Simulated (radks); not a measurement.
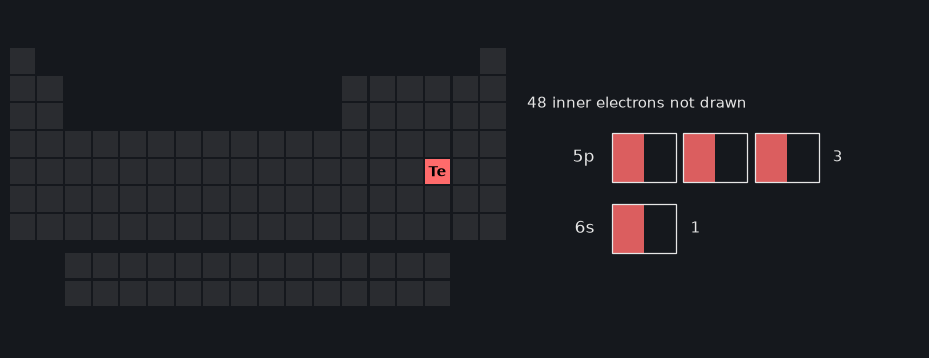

Fig. 1: Left, the place of tellurium in the periodic table; right, the outer shells as the input fills them: a box for each of the 2l + 1 orbitals, shaded by the share of the shell that is filled, with the electron count at the right.

## Atomic calculation for Te

- system: a free Te atom in the configuration [Kr] 4d10 5s2 5p3 6s1 (5p1/2: 2, 5p3/2: 1).
- method: Dirac Kohn-Sham, BLYP, spin-unpolarised, spherical densities, point nucleus (the in-house radial solver radks)

## Key numbers

- outcome: converged
- total energy: −6797.2658 hartree
- kinetic energy: 7189.2412 hartree
- electron–nucleus energy: −16504.6172 hartree
- Hartree energy: 2694.6654 hartree
- exchange–correlation energy: −176.555275 hartree
- radius at density 0.001 e/bohr³: 4.84 bohr
- SCF iterations: 12
- hardware: 1 CPU thread, shared host

## Remarks

This is an excited configuration.

## Input file
```
Z 52
configuration [Kr] 4d10 5s2 5p3 6s1
relativity Dirac
functional b88,lyp
spin unpolarised
j_filling energy
nucleus point
c 137.035999084
```

Energies in input and log are in hartree, lengths in bohr.

## Log
```
1s1/2   1   2.0000       -1161.85049474
2s1/2   1   2.0000        -178.23420062
2p1/2   1   2.0000        -167.01189563
2p3/2   1   4.0000        -156.91967406
3s1/2   1   2.0000         -35.57558465
3p1/2   1   2.0000         -30.96166480
3p3/2   1   4.0000         -29.08118675
3d3/2   1   4.0000         -20.93909661
3d5/2   1   6.0000         -20.54580595
4s1/2   1   2.0000          -6.17330022
4p1/2   1   2.0000          -4.58760725
4p3/2   1   4.0000          -4.22945313
4d3/2   1   4.0000          -1.70130518
4d5/2   1   6.0000          -1.64724642
5s1/2   1   2.0000          -0.67992867
5p1/2   1   2.0000          -0.34837705
5p3/2   1   1.0000          -0.31519194
6s1/2   1   1.0000          -0.06479807
Etot -6797.265826281517
Ekin 7189.241244959256
Encl -16504.61720529713
Eh 2694.665409259028
Exc -176.55527520266935
err 8.800244718379488e-09
it 12
```

## Slater integrals of the outer shells (hartree)

```
       integral   value
F0(6s1/2,6s1/2)  0.1419
F0(6s1/2,5p3/2)  0.1781
G1(6s1/2,5p3/2)  0.0161
F0(6s1/2,5p1/2)  0.1789
G1(6s1/2,5p1/2)  0.0139
F0(6s1/2,5s1/2)  0.1818
G0(6s1/2,5s1/2)  0.0070
F0(5p3/2,5p3/2)  0.3512
F2(5p3/2,5p3/2)  0.1863
F0(5p3/2,5p1/2)  0.3588
F2(5p3/2,5p1/2)  0.1902
G0(5p3/2,5p1/2)  0.3571
G2(5p3/2,5p1/2)  0.1897
F0(5p3/2,5s1/2)  0.3878
```

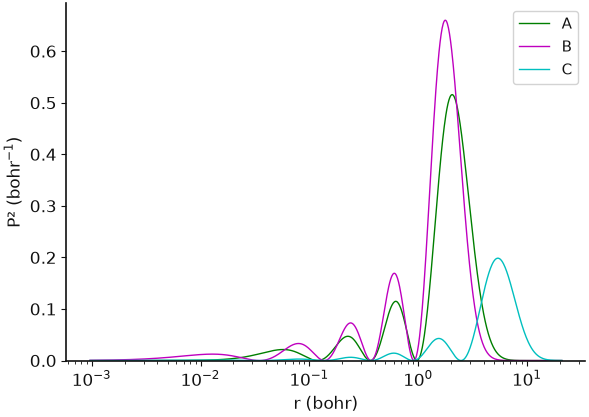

Fig. 2: The radial probability densities P² (large components) of 5s, 6s and 5p1/2. A is 5p1/2; B is 5s; C is 6s. 5s: outer maximum at 1.77 bohr, ⟨r⟩ = 2.04 bohr, 4 nodes, eigenvalue −18.5 eV; 5p1/2: outer maximum at 2.05 bohr, ⟨r⟩ = 2.46 bohr, 3 nodes, eigenvalue −9.48 eV; 6s: outer maximum at 5.40 bohr, ⟨r⟩ = 6.36 bohr, 5 nodes, eigenvalue −1.76 eV.

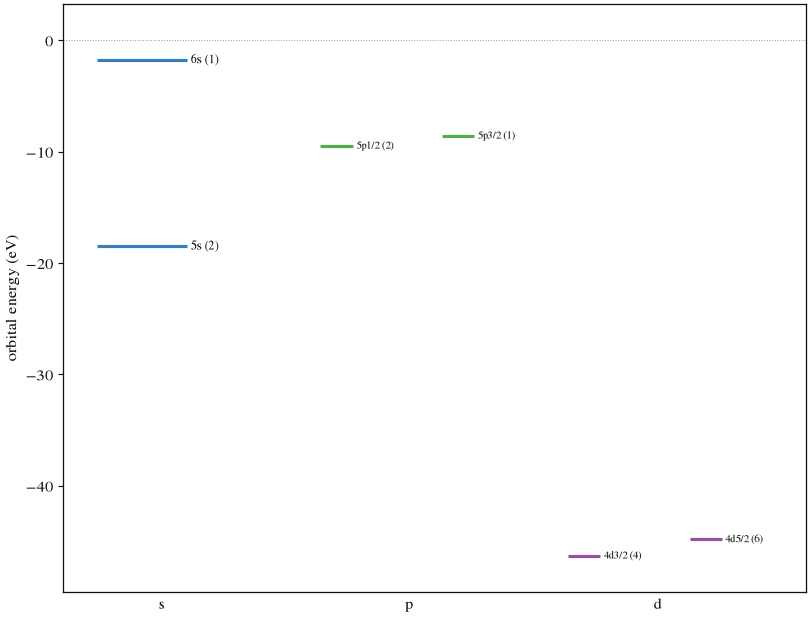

Fig. 3: The outer levels are drawn by angular momentum (occupations in brackets, the lower j at the left of each column). The highest occupied level is 6s at −1.76 eV. The highest 4 occupied levels, from the top down, are 6s (−1.76 eV), 5p3/2 (−8.58 eV), 5p1/2 (−9.48 eV), 5s (−18.5 eV). Spin-orbit splittings: 5p 0.903 eV, 4d 1.47 eV.

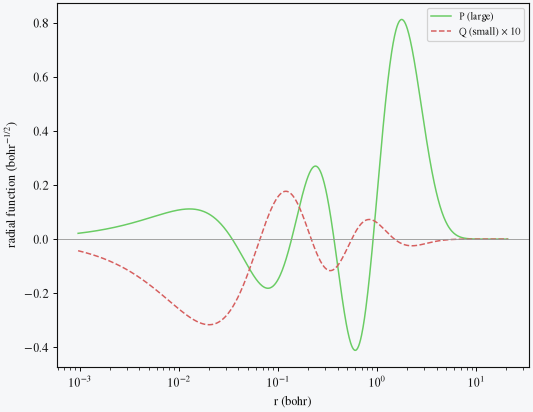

Fig. 4: The large and small radial components of one occupied spinor. It is 5s1/2. The spinor has κ = −1: the large component has l = 0 and 4 radial nodes (r = 0.0346, 0.137, 0.368 and 0.913 bohr), the small one has l = 1. The small component carries 0.011 % of the norm; ⟨r⟩ = 2.04 bohr and the eigenvalue is −18.5 eV. The nodes of P give n − l − 1 and its extent picks the shell; Q has as many nodes as P for κ < 0 and one more for κ > 0.

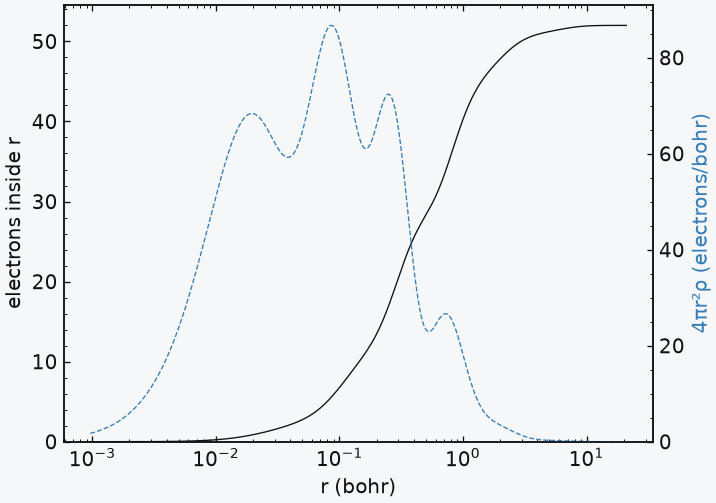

Fig. 5: The number of electrons inside radius r (solid) and the radial density 4πr²ρ (dashed). The count levels off at 52 electrons. Half of them lie within 0.414 bohr, 90 % within 1.74 bohr and 99 % within 6.03 bohr. The radial density has minima at 0.0382, 0.164 and 0.527 bohr, where the count stands at 2.0, 11.2 and 28.9; these part the shells that the density resolves.
